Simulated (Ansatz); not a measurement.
# Nudged elastic band of CH$_{8}$N$_{2}$OSi (part 1 of 2)

The run: nudged elastic band of CH$_{8}$N$_{2}$OSi. Method and program: UKS PBE-D4/6-31G* (Ansatz 0.2.0).

It belongs to a series of runs on one base structure; here: band between the two ends. Figures and captions count atoms from 1; the log counts them from 0 in places.

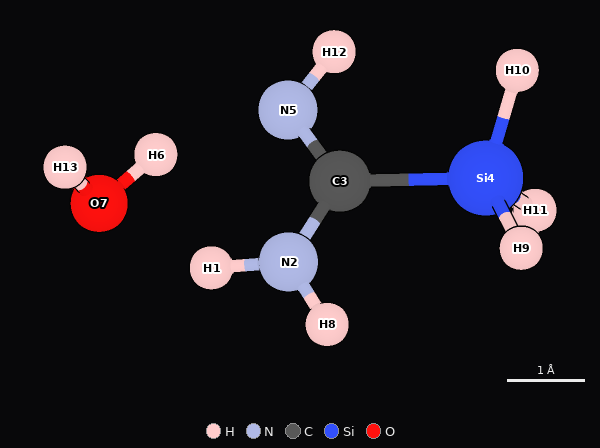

**Figure 1.** The structure as given in the input (ball-and-stick view, seen at a tilt; atoms are numbered from 1 in the order of the input).

Input
```yaml
crystal:
  periodic: [false, false, false]
  atoms:
    - { symbol: H, position_ang: [0.407477, 1.100205, 1.370208] }
    - { symbol: "N", position_ang: [0.112797, 0.117878, 1.192128] }
    - { symbol: C, position_ang: [-0.08495, -0.217239, -0.117249] }
    - { symbol: Si, position_ang: [-0.889118, -1.917908, -0.488305] }
    - { symbol: "N", position_ang: [0.280947, 0.621347, -1.052592] }
    - { symbol: H, position_ang: [0.750247, 2.188698, -0.237033] }
    - { symbol: O, position_ang: [0.977356, 2.718383, 0.589095] }
    - { symbol: H, position_ang: [-0.318889, -0.423323, 1.933977] }
    - { symbol: H, position_ang: [-0.809544, -2.835562, 0.69819] }
    - { symbol: H, position_ang: [-0.175608, -2.530853, -1.654156] }
    - { symbol: H, position_ang: [-2.330039, -1.723227, -0.852931] }
    - { symbol: H, position_ang: [0.125751, 0.242805, -1.993778] }
    - { symbol: H, position_ang: [1.953473, 2.658795, 0.612548] }
magnetization:
  spin_polarized: true
basis:
  gaussian: { orbitals: "6-31G*" }
hamiltonian:
  xc: pbe
  dispersion: d4
neb:
  order_check: false
  images: 7
  f_tol: 0.05
  max_iterations: 60
  final_atoms:
    - { symbol: H, position_ang: [0.5852209, 1.87502716, 1.24008386] }
    - { symbol: "N", position_ang: [0.03122076, 0.13571401, 1.24454123] }
    - { symbol: C, position_ang: [-0.08852022, -0.24729946, -0.00109527] }
    - { symbol: Si, position_ang: [-0.88838002, -1.91332045, -0.51082628] }
    - { symbol: "N", position_ang: [0.36428071, 0.57274071, -0.99521827] }
    - { symbol: H, position_ang: [0.63960947, 1.53231749, -0.70046523] }
    - { symbol: O, position_ang: [0.94652868, 2.68448192, 0.76089068] }
    - { symbol: H, position_ang: [-0.29572293, -0.58182668, 1.90094659] }
    - { symbol: H, position_ang: [-0.71861106, -2.87031762, 0.62900667] }
    - { symbol: H, position_ang: [-0.25468793, -2.47446825, -1.75152041] }
    - { symbol: H, position_ang: [-2.35235215, -1.71804859, -0.77324016] }
    - { symbol: H, position_ang: [0.12255345, 0.39231772, -1.96410457] }
    - { symbol: H, position_ang: [1.90876034, 2.61268103, 0.92110316] }
  initial_path:
    images:
      - { positions_ang: [[0.407477, 1.100205, 1.370208], [0.112797, 0.117878, 1.192128], [-0.08495, -0.217239, -0.117249], [-0.889118, -1.917908, -0.488305], [0.280947, 0.621347, -1.052592], [0.750247, 2.188698, -0.237033], [0.977356, 2.718383, 0.589095], [-0.318889, -0.423323, 1.933977], [-0.809544, -2.835562, 0.69819], [-0.175608, -2.530853, -1.654156], [-2.330039, -1.723227, -0.852931], [0.125751, 0.242805, -1.993778], [1.953473, 2.658795, 0.612548]] }
      - { positions_ang: [[0.42813736, 1.18597363, 1.33247965], [0.10478739, 0.13032363, 1.19341961], [-0.08668215, -0.2149908, -0.10023929], [-0.88600369, -1.91286762, -0.48959809], [0.28599933, 0.62325349, -1.03460966], [0.72707732, 2.08908822, -0.28198695], [0.9570223, 2.66317123, 0.59711531], [-0.30175093, -0.42430519, 1.93492276], [-0.79671717, -2.82398751, 0.68923452], [-0.17475319, -2.50986642, -1.6542074], [-2.31878528, -1.70660362, -0.84408191], [0.13400243, 0.28067738, -1.98199706], [1.92756628, 2.62013259, 0.6396505]] }
      - { positions_ang: [[0.44879771, 1.27174227, 1.29475131], [0.09677778, 0.14276925, 1.19471123], [-0.08841429, -0.2127426, -0.08322957], [-0.88288938, -1.90782724, -0.49089118], [0.29105166, 0.62515999, -1.01662731], [0.70390765, 1.98947845, -0.32694091], [0.9366886, 2.60795946, 0.60513563], [-0.28461286, -0.42528739, 1.93586851], [-0.78389035, -2.81241303, 0.68027903], [-0.17389839, -2.48887985, -1.6542588], [-2.30753156, -1.68998024, -0.83523282], [0.14225386, 0.31854975, -1.97021612], [1.90165955, 2.58147017, 0.66675301]] }
      - { positions_ang: [[0.46945807, 1.3575109, 1.25702296], [0.08876817, 0.15521488, 1.19600284], [-0.09014644, -0.2104944, -0.06621986], [-0.87977506, -1.90278687, -0.49218427], [0.29610399, 0.62706648, -0.99864497], [0.68073797, 1.88986867, -0.37189486], [0.91635491, 2.55274769, 0.61315594], [-0.26747479, -0.42626958, 1.93681427], [-0.77106352, -2.80083854, 0.67132355], [-0.17304358, -2.46789327, -1.6543102], [-2.29627784, -1.67335686, -0.82638374], [0.15050529, 0.35642213, -1.95843519], [1.87575283, 2.54280776, 0.69385551]] }
      - { positions_ang: [[0.49011843, 1.44327954, 1.21929462], [0.08075856, 0.16766051, 1.19729446], [-0.09187858, -0.2082462, -0.04921014], [-0.87666075, -1.89774649, -0.49347735], [0.30115632, 0.62897297, -0.98066262], [0.65756829, 1.7902589, -0.41684881], [0.89602121, 2.49753593, 0.62117625], [-0.25033671, -0.42725177, 1.93776002], [-0.75823669, -2.78926406, 0.66236806], [-0.17218878, -2.4469067, -1.6543616], [-2.28502412, -1.65673348, -0.81753465], [0.15875672, 0.3942945, -1.94665425], [1.84984611, 2.50414535, 0.72095802]] }
      - { positions_ang: [[0.51389405, 1.55121644, 1.22449193], [0.06837411, 0.15967388, 1.20910615], [-0.09103899, -0.21800951, -0.03718142], [-0.87959057, -1.90163998, -0.49781459], [0.31693742, 0.61491491, -0.98430154], [0.65307859, 1.72577355, -0.48775292], [0.90864808, 2.54427242, 0.65610486], [-0.26168327, -0.4658955, 1.92855667], [-0.74833028, -2.80952745, 0.65402771], [-0.19281357, -2.45379709, -1.6786513], [-2.30185613, -1.67206225, -0.80646103], [0.1497059, 0.39380031, -1.95101683], [1.86457467, 2.53127927, 0.7709943]] }
      - { positions_ang: [[0.53766967, 1.65915335, 1.22968924], [0.05598966, 0.15168726, 1.22091784], [-0.0901994, -0.22777283, -0.0251527], [-0.88252039, -1.90553347, -0.50215182], [0.33271852, 0.60085684, -0.98794045], [0.64858888, 1.6612882, -0.55865702], [0.92127494, 2.59100892, 0.69103347], [-0.27302982, -0.50453923, 1.91935331], [-0.73842387, -2.82979084, 0.64568736], [-0.21343835, -2.46068747, -1.702941], [-2.31868814, -1.68739103, -0.7953874], [0.14065508, 0.39330611, -1.95537941], [1.87930322, 2.55841319, 0.82103059]] }
      - { positions_ang: [[0.56144528, 1.76709025, 1.23488655], [0.04360521, 0.14370064, 1.23272954], [-0.08935981, -0.23753614, -0.01312399], [-0.88545021, -1.90942696, -0.50648905], [0.34849961, 0.58679878, -0.99157936], [0.64409918, 1.59680285, -0.62956112], [0.93390181, 2.63774542, 0.72596207], [-0.28437638, -0.54318295, 1.91014995], [-0.72851746, -2.85005423, 0.63734702], [-0.23406314, -2.46757786, -1.72723071], [-2.33552014, -1.70271981, -0.78431378], [0.13160426, 0.39281191, -1.95974199], [1.89403178, 2.58554711, 0.87106687]] }
      - { positions_ang: [[0.5852209, 1.87502716, 1.24008386], [0.03122076, 0.13571401, 1.24454123], [-0.08852022, -0.24729946, -0.00109527], [-0.88838002, -1.91332045, -0.51082628], [0.36428071, 0.57274071, -0.99521827], [0.63960947, 1.53231749, -0.70046523], [0.94652868, 2.68448192, 0.76089068], [-0.29572293, -0.58182668, 1.90094659], [-0.71861106, -2.87031762, 0.62900667], [-0.25468793, -2.47446825, -1.75152041], [-2.35235215, -1.71804859, -0.77324016], [0.12255345, 0.39231772, -1.96410457], [1.90876034, 2.61268103, 0.92110316]] }
```

Launched with:
```bash
ansatz run input.yaml --threads 4 --pin off --max-ram 5120MiB --backend cpu --events-out ev --progress --plain --runs-dir out
```

Log
```
Engine: ansatz 0.2.0, aarch64-unknown-linux-gnu
Functional definition: PBE
  parameter kappa = 0.804
  parameter beta = 0.06672455060314922
  exchange = pbe_x(kappa = kappa, mu = beta*pi^2/3)
  correlation = pbe_c(beta = beta)
1228 factors; their error is unknown
mean field evaluation 1: about -14047.7797 eV, gradient 5.5e1 eV
mean field evaluation 2: about -14000.4984 eV, gradient 1.1e2 eV
mean field evaluation 4: about -14058.2428 eV, gradient 1.8e1 eV
mean field evaluation 8: about -14059.6104 eV, gradient 9.0e-2 eV
mean field evaluation 16: about -14059.5218 eV, gradient 7.3e-5 eV
mean field -14059.52175771 eV, -516.6778947098 hartree, gradient 1.5e-5 eV, S^2 0.000000; 0 other end points of the search recorded, 0 dependent functions left out
the calculation of the forces begins
reference -14059.52179206 eV, -516.6778959720 hartree; 25, 25 occupied and 70, 70 virtual orbitals, 1228 factors
1228 factors; their error is unknown
mean field evaluation 32: about -14059.5211 eV, gradient 2.0e-3 eV
mean field -14059.52107710 eV, -516.6778696976 hartree, gradient 1.4e-5 eV, S^2 0.000000; 0 other end points of the search recorded, 0 dependent functions left out
[... from here on the field's lines of each further geometry are left out, up to the last ...]
NEB iter   1: max|band force component| = 2.336e0 eV/Å  barrier→ = 0.6949 eV  barrier← = 0.6942 eV  Δτ_max = 0.0662 Å  (289 SCF iters)
NEB iter   2: max|band force component| = 1.274e0 eV/Å  barrier→ = 0.5459 eV  barrier← = 0.5452 eV  Δτ_max = 0.0690 Å  (233 SCF iters)
NEB iter   3: max|band force component| = 8.743e-1 eV/Å  barrier→ = 0.5228 eV  barrier← = 0.5221 eV  Δτ_max = 0.0287 Å  (232 SCF iters)
NEB iter   4: max|band force component| = 1.848e-1 eV/Å  barrier→ = 0.5120 eV  barrier← = 0.5113 eV  CI = image 4  Δτ_max = 0.0149 Å  (232 SCF iters)
NEB iter   5: max|band force component| = 1.256e-1 eV/Å  barrier→ = 0.5073 eV  barrier← = 0.5066 eV  CI = image 4  Δτ_max = 0.0192 Å  (235 SCF iters)
NEB iter   6: max|band force component| = 8.546e-2 eV/Å  barrier→ = 0.5056 eV  barrier← = 0.5049 eV  CI = image 4  Δτ_max = 0.0089 Å  (236 SCF iters)
the calculation of the forces begins
reference -14059.50602195 eV, -516.6773164312 hartree; 25, 25 occupied and 70, 70 virtual orbitals, 1228 factors
1228 factors; their error is unknown
mean field -14059.01148956 eV, -516.6591427012 hartree, gradient 1.0e-5 eV, S^2 0.000000; 1 other end points of the search recorded, 0 dependent functions left out
the calculation of the forces begins
reference -14059.01152275 eV, -516.6591439208 hartree; 25, 25 occupied and 70, 70 virtual orbitals, 1228 factors
NEB iter   7: max|band force component| = 4.195e-2 eV/Å  barrier→ = 0.5052 eV  barrier← = 0.5045 eV  CI = image 4  Δτ_max = 0.0000 Å  (429 SCF iters)
```

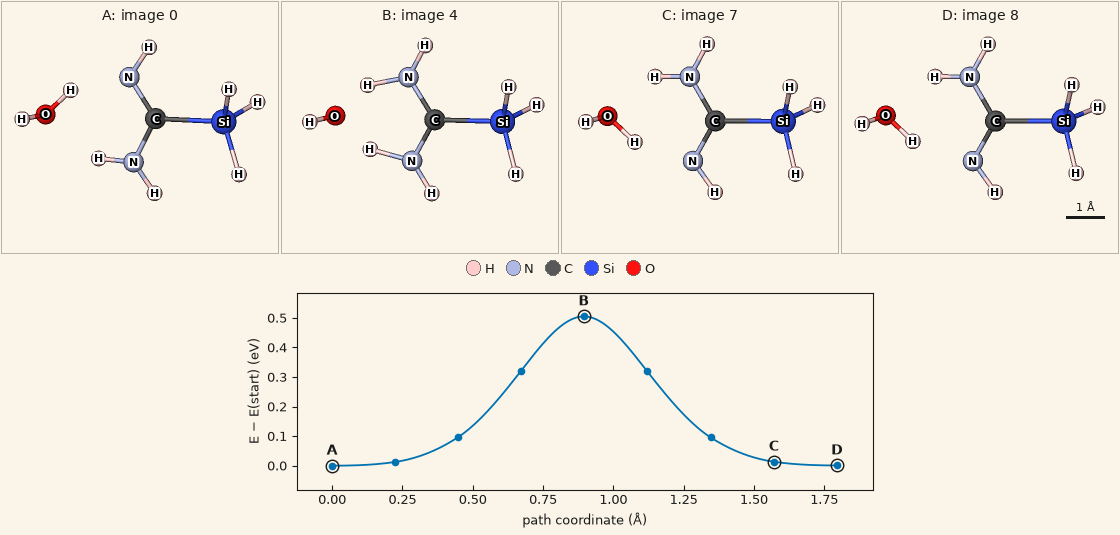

**Figure 2.** Images of the last band (counted from 0; ball-and-stick, seen at a tilt) above the energy along the path; the line is a cubic interpolation that uses the forces. The highest image is number 4, 0.505 eV above the start and 0.505 eV above the end (the climbing image); the end lies 0.001 eV above the start. The path is 1.80 Å long. The band converged in 7 iterations.
